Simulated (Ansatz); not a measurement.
**ClH3OSi···H2···HF: density, localisation and related maps**

Input file:

```
crystal:
  periodic: [false, false, false]
  atoms:
    - { symbol: Si, position_ang: [-0.880684, 1.089093, -0.337944] }
    - { symbol: H, position_ang: [-0.332785, -0.896815, 1.453752] }
    - { symbol: H, position_ang: [-1.319163, 2.192736, -1.235025] }
    - { symbol: H, position_ang: [-2.013205, 0.216305, 0.093272] }
    - { symbol: Cl, position_ang: [-0.048442, 1.999847, 1.350994] }
    - { symbol: H, position_ang: [2.004589, -0.891679, -0.197871] }
    - { symbol: O, position_ang: [0.300022, 0.193368, -1.229829] }
    - { symbol: H, position_ang: [0.170602, -1.343442, 1.247738] }
    - { symbol: F, position_ang: [1.830123, -1.792512, -0.103191] }
    - { symbol: H, position_ang: [0.289043, -0.7668, -1.041895] }
magnetization:
  spin_polarized: true
basis:
  gaussian: { orbitals: def2-SVP }
hamiltonian:
  xc: blyp
relax:
  f_tol: 0.03
  max_steps: 50
output:
  orbitals: {}
```

Launched as:

```sh
ansatz run input.yaml --threads 2 --pin off --max-ram 3072MiB --backend cpu --events-out ev --progress --plain --runs-dir out
```

The fields are those of the relaxed geometry.

All numbers below come from UKS BLYP/def2-SVP in Ansatz 0.2.0.

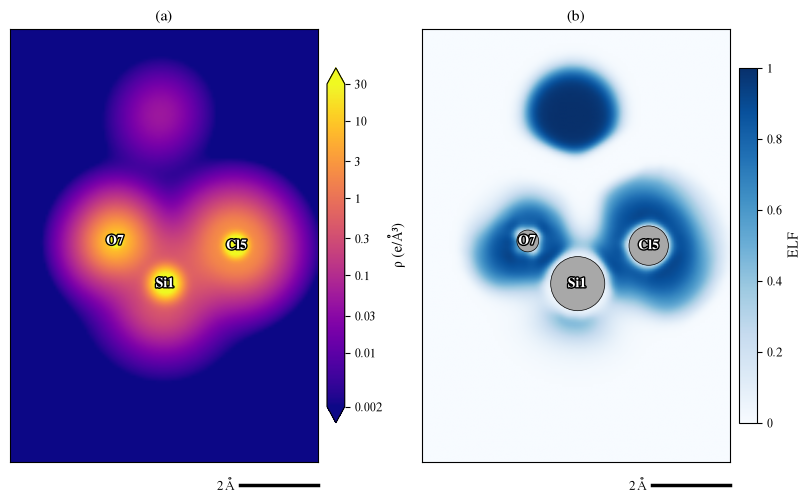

Figure 1. (a) electron density; (b) electron localisation function on the plane of atoms Cl5, Si1 and O7. Grey discs cover the atomic cores in the ELF map.

> Read the bonding off the picture.

The section cuts through Si, Cl and O sites. Si–O (1.70 Å): ρ is about 0.98 e/Å³ halfway; the ELF peaks at about 0.90 between the atoms, as expected for a shared but strongly polarised pair. Si–Cl (2.08 Å): ρ at the midpoint is about 0.82 e/Å³; the ELF peaks at about 0.90 between the atoms: a shared but strongly polarised pair. The ELF also peaks beside Cl5 and O7, away from the bonds: lone-pair regions.

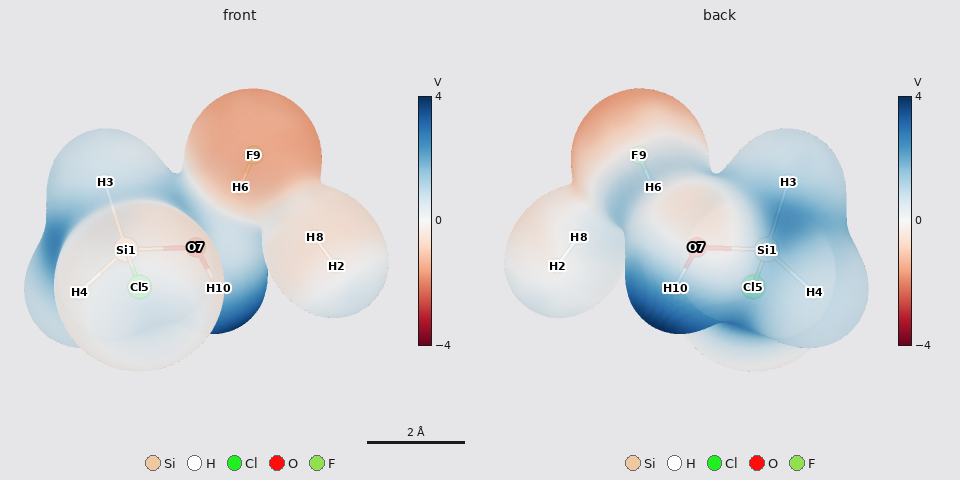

Figure 2. The electrostatic potential painted on the density surface at 0.004 e/bohr³, seen from the front and from behind; the colour scale runs from red (negative) to blue (positive).

> Which sites attract a positive test charge, and which a negative one?

A positive charge is drawn to the negative regions and a negative charge to the positive ones. The most negative region (about −1.6 V) lies over F9, the most positive (about +3.9 V) over H10. Cl5 shows a σ-hole: about +0.3 V at the tip opposite its bond, against about −0.2 V on its flanks.

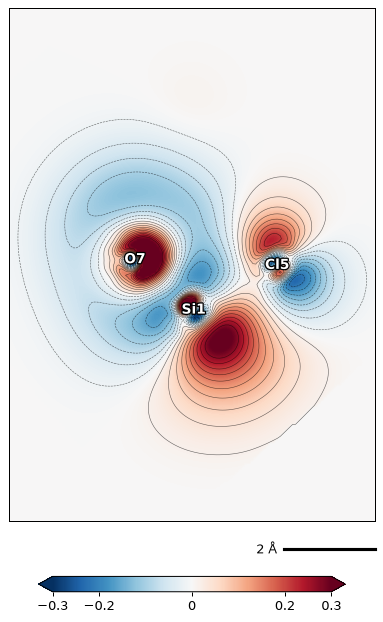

Figure 3. The LUMO on the plane of atoms Cl5, Si1 and O7 (values in Å⁻³ᐟ²; the overall sign is arbitrary).

> Where does this orbital lie, and at what energy?

By Hirshfeld shares it lies mainly on Si1 (about 35 %), H10 (about 25 %), O7 (about 20 %) and Cl5 (about 10 %). Its energy is −0.73 eV.
